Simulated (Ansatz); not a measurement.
**PNHO (doublet): B2PLYP over vertical spin and charge gaps, def2-QZVPP**

How well do these functionals follow the top wave-function level for PNHO (doublet) over vertical spin and charge gaps?

Computed with Ansatz 0.2.0, Gaussian basis. Level: def2-QZVPP, all electrons in the functionals, frozen cores in the correlation of double hybrids and RPA.

To be run: B2PLYP, at charge 0, doublet; charge 0, quartet; charge 1, singlet; charge 1, triplet.

2 further runs of the same task are left out: 2 set aside as unsound or not needed.

## (1) The geometry

The geometry is a PBE0/def2-TZVP stationary point (not a proven minimum).

4 atoms, charge 0, spin multiplicity 2.

Atoms are counted from 1 here; the program's logs count them from 0.

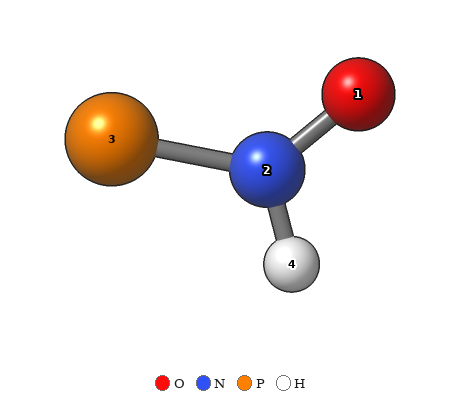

The structure; oxygen red, nitrogen blue, phosphorus orange, hydrogen white; atoms are numbered from 1 in the order of the file.

No dispersion term is added.

The geometry shown and the zero of energy belong to the point charge 0, doublet. The yardstick, UCCSD(T), and other wave-function levels (R restricted, U unrestricted, valence and pair active spaces) come from earlier runs.

## (2) B2PLYP, charge 0, doublet

in.yaml

```yaml
crystal:
  periodic: [false, false, false]
  atoms:
    - {symbol: O, position_ang: [0.000000, -0.293537, 1.564314]}
    - {symbol: N, position_ang: [0.000000, 0.402609, 0.528647]}
    - {symbol: P, position_ang: [0.000000, -0.076731, -1.069368]}
    - {symbol: H, position_ang: [0.000000, 1.422547, 0.684225]}
basis:
  gaussian: {orbitals: "def2-QZVPP.json"}
magnetization: {spin_polarized: true, initial_magnetization: 1}
hamiltonian: {xc: {name: B2PLYP}}
correlation: {electrons: outside_noble_gas}
```

Run with:

```console
> ansatz run in.yaml --threads 1 --pin off --events-out ev --progress --plain --max-ram 2393MiB
```

Log:

```text
Functional definition: B2PLYP
  name "B2PLYP"
  cite "Grimme, J. Chem. Phys. 124, 034108 (2006) doi:10.1063/1.2148954"
  cite "Becke, Phys. Rev. A 38, 3098 (1988) doi:10.1103/PhysRevA.38.3098"
  cite "Lee, Yang & Parr, Phys. Rev. B 37, 785 (1988) doi:10.1103/PhysRevB.37.785"
  parameter a = 0.53
  parameter c = 0.27
  exchange = (1 - a)*b88_x + a*exact_x
  correlation = (1 - c)*lyp_c + c*(mp2_os + mp2_ss)
1318 factors; integrals over basis functions are off by at most 9.2e-4 eV
mean field evaluation 1: about -12823.0349 eV, gradient 3.8e1 eV
mean field evaluation 2: about -12823.1026 eV, gradient 3.8e1 eV
mean field evaluation 4: about -12829.2106 eV, gradient 1.2e1 eV
mean field evaluation 8: about -12829.8662 eV, gradient 4.8e-1 eV
mean field evaluation 16: about -12830.1756 eV, gradient 4.3e-2 eV
mean field evaluation 32: about -12830.1768 eV, gradient 3.1e-2 eV
mean field evaluation 64: about -12829.9601 eV, gradient 2.1e-1 eV
mean field evaluation 96: about -12829.1131 eV, gradient 1.6e-1 eV
mean field -12830.17681129 eV, -471.5003012089 hartree, gradient 8.7e-6 eV, S^2 1.332537; 5 other end points of the search recorded, 0 dependent functions left out
7 core orbitals not correlated: weight in the atoms' cores, before any rotation towards them, 1.000 or more for the frozen orbitals, at most 0.000 for the correlated occupied ones
reference -12830.17694011 eV, -471.5003059427 hartree; 9, 8 occupied and 198, 199 virtual orbitals, 1318 factors
second order -19.23757260 eV of doubles, -0.00000000 eV of singles
Total energy: -12835.37108471 eV, -471.6911872360 hartree
```

Wall time 52 s (1 thread of Arm Neoverse V1, shared host); peak memory 0.68 GiB.

From the report: ⟨S²⟩ of the determinant 1.333 (pure doublet: 0.75). The determinant is far from a pure spin state, so its energy mixes those of several spin states (harmless only where they are near-degenerate, as at dissociation).

## (3) B2PLYP, charge 0, quartet

in.yaml, as its differences from that of step 2:

```diff
@@ -9,3 +9,3 @@
   gaussian: {orbitals: "def2-QZVPP.json"}
-magnetization: {spin_polarized: true, initial_magnetization: 1}
+magnetization: {spin_polarized: true, initial_magnetization: 3}
 hamiltonian: {xc: {name: B2PLYP}}
```

The command is unchanged.

Log (excerpt; [...] marks lines left out):

```text
Functional definition: B2PLYP
  name "B2PLYP"
  cite "Grimme, J. Chem. Phys. 124, 034108 (2006) doi:10.1063/1.2148954"
  cite "Becke, Phys. Rev. A 38, 3098 (1988) doi:10.1103/PhysRevA.38.3098"
  cite "Lee, Yang & Parr, Phys. Rev. B 37, 785 (1988) doi:10.1103/PhysRevB.37.785"
[...]
1318 factors; integrals over basis functions are off by at most 9.2e-4 eV
[...]
mean field -12829.28142825 eV, -471.4673964891 hartree, gradient 2.8e-6 eV, S^2 3.774115; 2 other end points of the search recorded, 0 dependent functions left out
7 core orbitals not correlated: weight in the atoms' cores, before any rotation towards them, 1.000 or more for the frozen orbitals, at most 0.000 for the correlated occupied ones
reference -12829.28155573 eV, -471.4674011735 hartree; 10, 7 occupied and 197, 200 virtual orbitals, 1318 factors
second order -18.00917857 eV of doubles, -0.00000000 eV of singles
Total energy: -12834.14403394 eV, -471.6460939520 hartree
```

Run time: 20 s. Hardware: 1 thread of Arm Neoverse V1, shared host; peak memory 0.54 GiB.

From the report: ⟨S²⟩ of the determinant 3.774 (pure quartet: 3.75).

From charge 0, doublet: +1.227 eV.

## (4) B2PLYP, charge 1, singlet

in.yaml, as its differences from that of step 3:

```diff
@@ -9,3 +9,4 @@
   gaussian: {orbitals: "def2-QZVPP.json"}
-magnetization: {spin_polarized: true, initial_magnetization: 3}
+total_charge: 1
+magnetization: {spin_polarized: true, initial_magnetization: 0}
 hamiltonian: {xc: {name: B2PLYP}}
```

Launched as before.

Log (excerpt; [...] marks lines left out):

```text
Functional definition: B2PLYP
  name "B2PLYP"
  cite "Grimme, J. Chem. Phys. 124, 034108 (2006) doi:10.1063/1.2148954"
  cite "Becke, Phys. Rev. A 38, 3098 (1988) doi:10.1103/PhysRevA.38.3098"
  cite "Lee, Yang & Parr, Phys. Rev. B 37, 785 (1988) doi:10.1103/PhysRevB.37.785"
[...]
1318 factors; integrals over basis functions are off by at most 9.2e-4 eV
[...]
mean field -12821.20442007 eV, -471.1705719131 hartree, gradient 9.8e-7 eV, S^2 1.065989; 8 other end points of the search recorded, 0 dependent functions left out
7 core orbitals not correlated: weight in the atoms' cores, before any rotation towards them, 1.000 or more for the frozen orbitals, at most 0.000 for the correlated occupied ones
reference -12821.20454292 eV, -471.1705764278 hartree; 8, 8 occupied and 199, 199 virtual orbitals, 1318 factors
second order -17.87142356 eV of doubles, -0.00000000 eV of singles
Total energy: -12826.02982728 eV, -471.3479023574 hartree
```

It took 87 s on 1 thread of Arm Neoverse V1, shared host; peak memory 0.73 GiB.

From the report: ⟨S²⟩ of the determinant 1.066 (pure singlet: 0.00). The determinant is far from a pure spin state, so its energy mixes those of several spin states (harmless only where they are near-degenerate, as at dissociation).

From charge 0, doublet: +9.341 eV.

## (5) B2PLYP, charge 1, triplet

in.yaml, as its differences from that of step 4:

```diff
@@ -10,3 +10,3 @@
 total_charge: 1
-magnetization: {spin_polarized: true, initial_magnetization: 0}
+magnetization: {spin_polarized: true, initial_magnetization: 2}
 hamiltonian: {xc: {name: B2PLYP}}
```

Launched as before.

Log (excerpt; [...] marks lines left out):

```text
Functional definition: B2PLYP
  name "B2PLYP"
  cite "Grimme, J. Chem. Phys. 124, 034108 (2006) doi:10.1063/1.2148954"
  cite "Becke, Phys. Rev. A 38, 3098 (1988) doi:10.1103/PhysRevA.38.3098"
  cite "Lee, Yang & Parr, Phys. Rev. B 37, 785 (1988) doi:10.1103/PhysRevB.37.785"
[...]
1318 factors; integrals over basis functions are off by at most 9.2e-4 eV
[...]
mean field -12821.38881620 eV, -471.1773483459 hartree, gradient 4.3e-6 eV, S^2 2.090713; 4 other end points of the search recorded, 0 dependent functions left out
7 core orbitals not correlated: weight in the atoms' cores, before any rotation towards them, 1.000 or more for the frozen orbitals, at most 0.000 for the correlated occupied ones
reference -12821.38893921 eV, -471.1773528664 hartree; 9, 7 occupied and 198, 200 virtual orbitals, 1318 factors
second order -17.84713842 eV of doubles, -0.00000000 eV of singles
Total energy: -12826.20766658 eV, -471.3544378311 hartree
```

It took 32 s on 1 thread of Arm Neoverse V1, shared host; peak memory 0.68 GiB.

From the report: ⟨S²⟩ of the determinant 2.091 (pure triplet: 2.00).

From charge 0, doublet: +9.163 eV.

## (6) Against the wave-function levels

No level is safe as a reference over these points; UCCSD(T) serves as a yardstick only. It comes from earlier runs at the same points. Energies in eV, counted from charge 0, doublet; blanks weren't run or aren't comparable.

```
   level  doublet to quartet  ionisation to the singlet cation  ionisation to the triplet cation
UCCSD(T)               1.287                                                               9.206
  B2PLYP               1.227                             9.341                             9.163
```

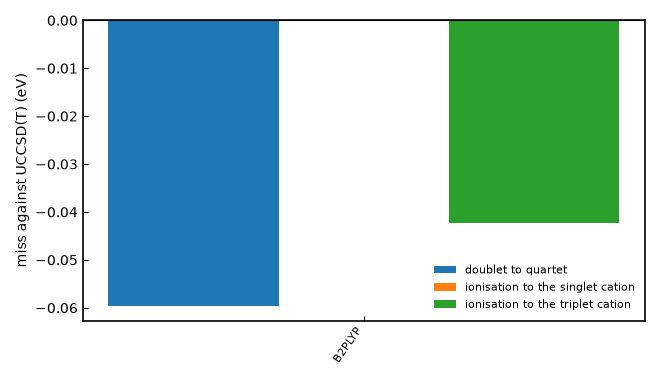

Misses of the gaps against UCCSD(T).

Largest miss and mean time a point (UCCSD(T) took 3.9 min a point; shared hosts):

```
 level  largest miss (eV)               where  time a point
B2PLYP             -0.060  doublet to quartet          48 s
```

## (7) Summary of results

| quantity | value |
| --- | --- |
| doublet to quartet, UCCSD(T) | 1.287 eV |
| ionisation to the triplet cation, UCCSD(T) | 9.206 eV |
| largest miss, B2PLYP | -0.060 eV (doublet to quartet) |

**Reading.** Misses are known at 2 of 3 points at best, and only functionals with that many are ranked. B2PLYP strays by up to 0.060 eV, at doublet to quartet. B2PLYP clearly breaks the spin symmetry at some points (⟨S²⟩ up to 1.07 above the pure value), so energy there is bought with a mixed spin. Functionals and the yardstick converge differently with the basis, so part of each miss in def2-QZVPP is the basis. The yardstick itself may be off where one determinant is a poor start.
